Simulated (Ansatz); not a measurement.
## SiNH$_{2}$ClF: one change and its effect

System: SiNH$_{2}$ClF, multiplicity 2.
Method of run 1: UKS wB97M-V/def2-SVP (Ansatz 0.2.0).

The geometry comes from this level: PBE0-D4/def2-TZVP. Text and figures count atoms from 1; the logs count them from 0 in places.

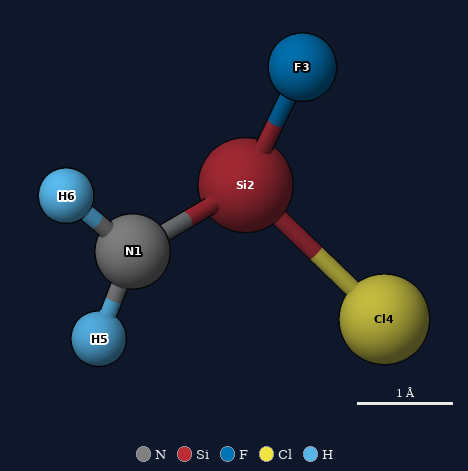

Fig. 1: The input geometry (ball-and-stick view, seen at a tilt; atoms are numbered from 1 in the order of the input). Bond lengths as drawn: Cl–Si 2.06 Å, F–Si 1.60 Å, H–N 1.01 Å and N–Si 1.70 Å.

## Input file, run 1
```yaml
crystal:
  periodic: [false, false, false]
  atoms:
    - {symbol: N, position_ang: [-0.453538, 0.751320, 0.053092]}
    - {symbol: Si, position_ang: [0.437560, -0.601125, -0.475818]}
    - {symbol: F, position_ang: [1.950745, -0.348061, -0.031281]}
    - {symbol: Cl, position_ang: [-0.315600, -2.258435, 0.480816]}
    - {symbol: H, position_ang: [-1.460564, 0.711490, 0.073428]}
    - {symbol: H, position_ang: [-0.116403, 1.680811, -0.146538]}
basis:
  gaussian: {orbitals: def2-SVP}
magnetization: {spin_polarized: true, initial_magnetization: 1}
hamiltonian: {xc: {name: wB97M-V}}
output: {orbitals: {seedname: orbitals}}
```

Hardware: 2 CPU threads, shared host.

## Output (run 1)
```
Functional definition: wB97M-V
  parameter omega = 0.3/bohr
  parameter cx = 0.15
  parameter cx01 = 1.007
  parameter cx10 = 0.259
  parameter css00 = 0.443
  parameter css04 = -1.437
  parameter css10 = -4.535
  parameter css20 = -3.390
  parameter css43 = 4.278
  parameter cos00 = 1.000
  parameter cos10 = 1.358
  parameter cos20 = 2.924
  parameter cos21 = -8.812
  parameter cos60 = -1.390
  parameter cos61 = 9.142
  parameter b = 6.0
  parameter c = 0.01
  gx(w, u) = 1 - cx + cx01*u + cx10*w
  gss(w, u) = css00 + css04*u^4 + css10*w + css20*w^2 + css43*w^4*u^3
  gos(w, u) = cos00 + cos10*w + (cos20 + cos21*u)*w^2 + (cos60 + cos61*u)*w^6
  exchange = spin_sum(e_x_unif_sr(omega)*gx(b97_w, b97_u_x)) + cx*exact_x_sr(omega) + exact_x_lr(omega)
  correlation = spin_sum(e_c_pw_mod_same_spin*gss(b97_w, b97_u_same))
      + integral(e_c_pw_mod_opposite_spin*gos(b97_w_opposite, b97_u_opposite)) + vv10(b, c)
700 factors; integrals over basis functions are off by at most 1.3e-3 eV
196 factors; integrals over basis functions are off by at most 7.8e-6 eV
mean field evaluation 1: about -24625.4305 eV, gradient 3.4e1 eV
mean field evaluation 2: about -24625.6013 eV, gradient 3.4e1 eV
mean field evaluation 4: about -24629.9276 eV, gradient 8.6e-1 eV
mean field evaluation 8: about -24629.9741 eV, gradient 1.3e-1 eV
mean field evaluation 16: about -24629.9744 eV, gradient 4.8e-4 eV
mean field -24629.97438438 eV, -905.1348638299 hartree, gradient 4.9e-5 eV, S^2 0.751604; 0 other end points of the search recorded, 0 dependent functions left out
reference -24629.97441627 eV, -905.1348650015 hartree; 25, 24 occupied and 49, 50 virtual orbitals, 700 factors
Total energy: -24629.97441627 eV, -905.1348650015 hartree
```

The input of run 2 differs as follows (lines with − go, lines with + come):
```diff
-  gaussian: {orbitals: def2-SVP}
+  gaussian: {orbitals: "def2-QZVPP.json"}
```

What does this change do to the results?

The total energy of run 2 is 314.8 kcal/mol lower, which measures the change of basis and not a stability. The HOMO goes from −7.85 to −8.14 eV. The LUMO goes from −0.63 to −0.97 eV. The basis functions go from 74 to 314.

## Output (run 2)
```
Functional definition: wB97M-V
  parameter omega = 0.3/bohr
  parameter cx = 0.15
  parameter cx01 = 1.007
  parameter cx10 = 0.259
  parameter css00 = 0.443
  parameter css04 = -1.437
  parameter css10 = -4.535
  parameter css20 = -3.390
  parameter css43 = 4.278
  parameter cos00 = 1.000
  parameter cos10 = 1.358
  parameter cos20 = 2.924
  parameter cos21 = -8.812
  parameter cos60 = -1.390
  parameter cos61 = 9.142
  parameter b = 6.0
  parameter c = 0.01
  gx(w, u) = 1 - cx + cx01*u + cx10*w
  gss(w, u) = css00 + css04*u^4 + css10*w + css20*w^2 + css43*w^4*u^3
  gos(w, u) = cos00 + cos10*w + (cos20 + cos21*u)*w^2 + (cos60 + cos61*u)*w^6
  exchange = spin_sum(e_x_unif_sr(omega)*gx(b97_w, b97_u_x)) + cx*exact_x_sr(omega) + exact_x_lr(omega)
  correlation = spin_sum(e_c_pw_mod_same_spin*gss(b97_w, b97_u_same))
      + integral(e_c_pw_mod_opposite_spin*gos(b97_w_opposite, b97_u_opposite)) + vv10(b, c)
1193 factors; their error is unknown
223 factors; integrals over basis functions are off by at most 5.7e-5 eV
mean field evaluation 1: about -24637.7152 eV, gradient 4.1e1 eV
mean field evaluation 2: about -24637.1146 eV, gradient 4.4e1 eV
mean field evaluation 4: about -24643.6010 eV, gradient 1.2e0 eV
mean field evaluation 8: about -24643.6141 eV, gradient 6.8e-2 eV
mean field evaluation 16: about -24643.6246 eV, gradient 6.5e-4 eV
mean field -24643.62457772 eV, -905.6364991826 hartree, gradient 1.4e-5 eV, S^2 0.751704; 0 other end points of the search recorded, 0 dependent functions left out
reference -24643.62462328 eV, -905.6365008569 hartree; 25, 24 occupied and 289, 290 virtual orbitals, 1193 factors
Total energy: -24643.62462328 eV, -905.6365008569 hartree
```

## The two runs side by side

```tsv
quantity	run 1	run 2
outcome	converged	converged
total energy (hartree)	−905.134865	−905.636501
HOMO (eV)	−7.85	−8.14
LUMO (eV)	−0.63	−0.97
⟨S²⟩	0.752	0.752
basis functions	74	314
wall time (shared host)	9.1 s	41 s
```
